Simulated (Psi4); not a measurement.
# BPH6 (SMILES [BH3-][PH3+]): levels of theory compared

Wanted: a comparison of 3 runs (B3LYP/def2-SVPD, BHLYP/def2-SVPD, PBE0/def2-SVPD) of BPH6. 

The results are computed with Psi4 1.11.

1 further run of the same task is left out (set aside as unsound or not needed).

### Step 1. The structure to begin with

BPH6: 8 atoms, total charge 0, spin state singlet. SMILES: `[BH3-][PH3+]`. The B1–H5 distance was set to 1.572 Å, away from the relaxed value.

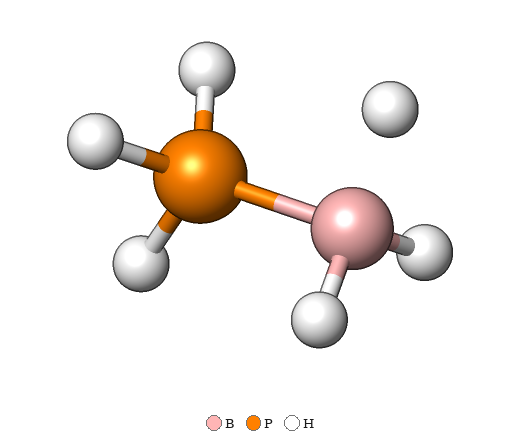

The structure, seen from a chosen angle (boron pink, phosphorus orange, hydrogen white).

### Step 2. Energy and gradient at B3LYP/def2-SVPD (run 1)

job.py reads:

```python
import psi4

psi4.set_memory(1600000000)
psi4.set_num_threads(1)
psi4.core.set_output_file('output.dat', False)

geom = psi4.geometry("""
0 1
B     -0.706277    -0.080894    -0.795232
P      0.283723    -0.489694     0.786468
H     -1.843577     0.035006    -0.401332
H     -0.517977    -1.038294    -1.509232
H     -0.055500     1.254200    -1.309900
H      0.268623     0.447606     1.837568
H      1.672923    -0.688394     0.665868
H     -0.060977    -1.653294     1.501368
symmetry c1
no_reorient
no_com
""")

options = {'basis': 'def2-SVPD', 'reference': 'rks', 'puream': True, 'e_convergence': 1e-09, 'd_convergence': 1e-08, 'scf_type': 'pk', 'dft_radial_points': 99, 'dft_spherical_points': 590}
psi4.set_options(options)

e = psi4.gradient('b3lyp')
print('gradient / Eh bohr^-1')
print(e.np.round(6))
```

Launch:

```
python job.py
```

output.dat:

```text
[...]
  Running in c1 symmetry.
[...]
  Nuclear repulsion =   58.646858938689455
[...]
  Multiplicity = 1
[...]
  Nalpha       = 13
  Nbeta        = 13
[...]
    Number of basis functions: 92
[...]
   @RKS iter   1:  -369.48009389652515   -2.18788e-01   5.22727e-03 ADIIS/DIIS
[...]
   @RKS iter  10:  -369.65833973786772   -7.21911e-12   3.92599e-09 DIIS
[...]
    Orbital Energies [Eh]
    ---------------------
    Doubly Occupied:
       1A    -77.130818     2A     -6.729752     3A     -6.622604
       4A     -4.788801     5A     -4.788786     6A     -4.785311
       7A     -0.711384     8A     -0.501324     9A     -0.446883
      10A     -0.446288    11A     -0.329070    12A     -0.317031
      13A     -0.277183
[...]
  @RKS Final Energy:  -369.65833973786772
   => Energetics <=
    Nuclear Repulsion Energy =             58.6468589386894550
    One-Electron Energy =                -623.9139368873231888
    Two-Electron Energy =                 219.3595590736322549
    DFT Exchange-Correlation Energy =     -23.7508208628662594
    Empirical Dispersion Energy =           0.0000000000000000
    VV10 Nonlocal Energy =                  0.0000000000000000
    Total Energy =                       -369.6583397378677773
[...]
 Multipole Moments:
 ------------------------------------------------------------------------------------
     Multipole            Electronic (a.u.)      Nuclear  (a.u.)        Total (a.u.)
 ------------------------------------------------------------------------------------
 L = 1.  Multiply by 2.5417464519 to convert [e a0] to [Debye]
 Dipole X            :          0.3847798            0.3552213            0.7400011
 Dipole Y            :         17.1982818          -17.7502920           -0.5520102
 Dipole Z            :        -14.8403423           16.2614713            1.4211290
 Magnitude           :                                                    1.6946753
[...]
  -Total Gradient:
     Atom            X                  Y                   Z
    ------   -----------------  -----------------  -----------------
       1       -0.020162739862    -0.047415298848     0.021776972583
       2       -0.005227725143    -0.004478648624    -0.001852040318
       3        0.001720296817    -0.003735038414     0.001499362267
       4       -0.001256071513    -0.001313385487     0.003983318013
       5        0.025646146187     0.054727312679    -0.022333321819
       6        0.000569689027    -0.002397158028    -0.002379301260
       7       -0.003206904992     0.000687667606     0.000815962410
       8        0.001917378287     0.003924281994    -0.001510614211
[...]
```

The script printed:

```text
gradient / Eh bohr^-1
[[-0.020163 -0.047415  0.021777]
 [-0.005228 -0.004479 -0.001852]
 [ 0.00172  -0.003735  0.001499]
 [-0.001256 -0.001313  0.003983]
 [ 0.025646  0.054727 -0.022333]
 [ 0.00057  -0.002397 -0.002379]
 [-0.003207  0.000688  0.000816]
 [ 0.001917  0.003924 -0.001511]]
```

Run time: 20 s. Hardware: 1 thread of AMD EPYC 7R43 (Zen 3), shared host; peak memory 0.92 GiB.

### Step 3. Energy and gradient at BHLYP/def2-SVPD (run 2)

calc.inp reads:

```
memory 1600 MB

molecule mol {
  0 1
  B     -0.706277    -0.080894    -0.795232
  P      0.283723    -0.489694     0.786468
  H     -1.843577     0.035006    -0.401332
  H     -0.517977    -1.038294    -1.509232
  H     -0.055500     1.254200    -1.309900
  H      0.268623     0.447606     1.837568
  H      1.672923    -0.688394     0.665868
  H     -0.060977    -1.653294     1.501368
  symmetry c1
}

set basis def2-SVPD
set reference rks
set puream true
set e_convergence 1e-09
set d_convergence 1e-08
set scf_type pk
set dft_radial_points 99
set dft_spherical_points 590

result, w = gradient('bhhlyp', return_wfn=True)
oeprop(w, 'MULLIKEN_CHARGES', 'LOWDIN_CHARGES', 'MAYER_INDICES', title='BHHLYP')
```

Launch:

```
psi4 -i calc.inp -o calc.out -n 1
```

calc.out, cut to the lines that bear on the results:

```text
[...]
  Running in c1 symmetry.
[...]
  Nuclear repulsion =   58.646858938689455
[...]
  Multiplicity = 1
[...]
  Nalpha       = 13
  Nbeta        = 13
[...]
    Number of basis functions: 92
[...]
   @RKS iter   1:  -369.49130606841612   -3.34935e-01   4.06065e-03 ADIIS/DIIS
[...]
   @RKS iter  10:  -369.60334465216988   -2.27374e-12   3.02116e-09 DIIS
[...]
  @RKS Final Energy:  -369.60334465216988
   => Energetics <=
    Nuclear Repulsion Energy =             58.6468589386894550
    One-Electron Energy =                -623.8807364313267954
    Two-Electron Energy =                 210.7793269027126541
    DFT Exchange-Correlation Energy =     -15.1487940622452282
    Empirical Dispersion Energy =           0.0000000000000000
    VV10 Nonlocal Energy =                  0.0000000000000000
    Total Energy =                       -369.6033446521698806
[...]
 Multipole Moments:
 ------------------------------------------------------------------------------------
     Multipole            Electronic (a.u.)      Nuclear  (a.u.)        Total (a.u.)
 ------------------------------------------------------------------------------------
 L = 1.  Multiply by 2.5417464519 to convert [e a0] to [Debye]
 Dipole X            :          0.8927723           -0.1272756            0.7654967
 Dipole Y            :         -0.9543255            0.3707420           -0.5835835
 Dipole Z            :          1.9926261           -0.5103969            1.4822292
 Magnitude           :                                                    1.7673591
[...]
  -Total Gradient:
     Atom            X                  Y                   Z
    ------   -----------------  -----------------  -----------------
       1       -0.019351515350    -0.048272120845     0.023576924101
       2       -0.010142306621    -0.002792069130    -0.009374382385
       3       -0.001158338276    -0.003545710833     0.002553793681
       4       -0.000810541802    -0.003815737490     0.002258856191
       5        0.027235734661     0.058249478805    -0.023843441670
       6        0.000974835495     0.000655491489     0.001942013683
       7        0.002023821249    -0.000162904321     0.001112055125
       8        0.001228364029    -0.000316594711     0.001774404672
[...]
  Mulliken Charges: (a.u.)
   Center  Symbol    Alpha    Beta     Spin     Total
       1     B     2.94583  2.94583  0.00000 -0.89165
[...]
```

Run time: 19 s. Hardware: 1 thread of AMD EPYC 7R43 (Zen 3), shared host; peak memory 0.92 GiB.

### Step 4. Energy and gradient at PBE0/def2-SVPD (run 3)

run.py reads:

```python
import psi4

psi4.set_memory('1600 MB')
psi4.set_num_threads(1)
psi4.core.set_output_file('psi4.out', False)

molecule = psi4.geometry("""
B     -0.706277    -0.080894    -0.795232
P      0.283723    -0.489694     0.786468
H     -1.843577     0.035006    -0.401332
H     -0.517977    -1.038294    -1.509232
H     -0.055500     1.254200    -1.309900
H      0.268623     0.447606     1.837568
H      1.672923    -0.688394     0.665868
H     -0.060977    -1.653294     1.501368
symmetry c1
no_reorient
no_com
""")

psi4.set_options({
    'basis': 'def2-SVPD',
    'puream': True,
    'e_convergence': 1e-09,
    'd_convergence': 1e-08,
    'scf_type': 'pk',
    'dft_radial_points': 99,
    'dft_spherical_points': 590,
})

E, wfn = psi4.gradient("pbe0", molecule=molecule, return_wfn=True)
psi4.oeprop(wfn, "QUADRUPOLE", "LOWDIN_CHARGES", "MULLIKEN_CHARGES", title="PBE0")
print('gradient / Eh bohr^-1')
print(E.np.round(6))
print(f'energy = {wfn.energy():.10f} Eh')
```

Launch:

```
python run.py
```

psi4.out, cut to the lines that bear on the results:

```text
[...]
  Running in c1 symmetry.
[...]
  Nuclear repulsion =   58.646858938689455
[...]
  Multiplicity = 1
[...]
  Nalpha       = 13
  Nbeta        = 13
[...]
    Number of basis functions: 92
[...]
   @RKS iter   1:  -369.30117791152190   -2.30205e-01   4.87669e-03 ADIIS/DIIS
[...]
   @RKS iter  10:  -369.45549172431691   -4.60432e-12   2.46836e-09 DIIS
[...]
  @RKS Final Energy:  -369.45549172431691
   => Energetics <=
    Nuclear Repulsion Energy =             58.6468589386894550
    One-Electron Energy =                -624.0035900362070151
    Two-Electron Energy =                 218.0200893924369439
    DFT Exchange-Correlation Energy =     -22.1188500192362909
    Empirical Dispersion Energy =           0.0000000000000000
    VV10 Nonlocal Energy =                  0.0000000000000000
    Total Energy =                       -369.4554917243169143
[...]
  -Total Gradient:
     Atom            X                  Y                   Z
    ------   -----------------  -----------------  -----------------
       1       -0.023704897557    -0.049390312659     0.019450257887
       2       -0.002810725775    -0.005322524608     0.001861356511
       3        0.002845744239    -0.003632365209     0.000689649377
       4       -0.001590511924    -0.000027648517     0.004394970153
       5        0.026144166822     0.056175839569    -0.023141150667
       6        0.000525368096    -0.002401134588    -0.002451320394
       7       -0.003265992083     0.000696591473     0.000757292059
       8        0.001856674044     0.003901338182    -0.001561054706
[...]
 Multipole Moments:
 ------------------------------------------------------------------------------------
     Multipole            Electronic (a.u.)      Nuclear  (a.u.)        Total (a.u.)
[...]
  Mulliken Charges: (a.u.)
   Center  Symbol    Alpha    Beta     Spin     Total
       1     B     2.94950  2.94950  0.00000 -0.89899
       2     P     7.79291  7.79291  0.00000 -0.58583
       3     H     0.37660  0.37660  0.00000  0.24680
       4     H     0.37654  0.37654  0.00000  0.24691
       5     H     0.45435  0.45435  0.00000  0.09131
       6     H     0.34987  0.34987  0.00000  0.30026
       7     H     0.34984  0.34984  0.00000  0.30033
       8     H     0.35040  0.35040  0.00000  0.29921
   Total alpha = 13.00000, Total beta = 13.00000, Total charge =  0.00000
[...]
```

The script printed:

```text
gradient / Eh bohr^-1
[[-2.3705e-02 -4.9390e-02  1.9450e-02]
 [-2.8110e-03 -5.3230e-03  1.8610e-03]
 [ 2.8460e-03 -3.6320e-03  6.9000e-04]
 [-1.5910e-03 -2.8000e-05  4.3950e-03]
 [ 2.6144e-02  5.6176e-02 -2.3141e-02]
 [ 5.2500e-04 -2.4010e-03 -2.4510e-03]
 [-3.2660e-03  6.9700e-04  7.5700e-04]
 [ 1.8570e-03  3.9010e-03 -1.5610e-03]]
energy = -369.4554917243 Eh
```

Run time: 21 s. Hardware: 1 thread of AMD EPYC 7R43 (Zen 3), shared host; peak memory 0.91 GiB.

### Step 5. All runs side by side

| run | level | energy (Eh) | dipole moment (D) | HOMO energy (eV) | LUMO energy (eV) | wall time |
| --- | --- | --- | --- | --- | --- | --- |
| 1 | B3LYP/def2-SVPD | -369.658340 | 4.31 | -7.54 | -0.25 | 20 s |
| 2 | BHLYP/def2-SVPD | -369.603345 | 4.49 | -8.80 | 0.60 | 19 s |
| 3 | PBE0/def2-SVPD | -369.455492 | 4.32 | -7.73 | 0.05 | 21 s |

### Step 6. What came out

| quantity | value |
| --- | --- |
| run 3: total energy | -369.45549 Eh |
| run 3: dipole moment | 4.32 D |
| run 3: HOMO energy | -7.73 eV |
| run 3: LUMO energy | 0.05 eV |
| run 3: HOMO–LUMO gap | 7.79 eV |
| run 3: largest force on an atom | 3.401 eV/Å |

What this shows: The dipole moment (its size) runs from 4.31 D (B3LYP/def2-SVPD) to 4.49 D (BHLYP/def2-SVPD). The HOMO–LUMO gap runs from 7.29 eV (B3LYP/def2-SVPD) to 9.40 eV (BHLYP/def2-SVPD). Totals of different functionals can't be ranked against each other. All runs together took 60 s, the longest 21 s.
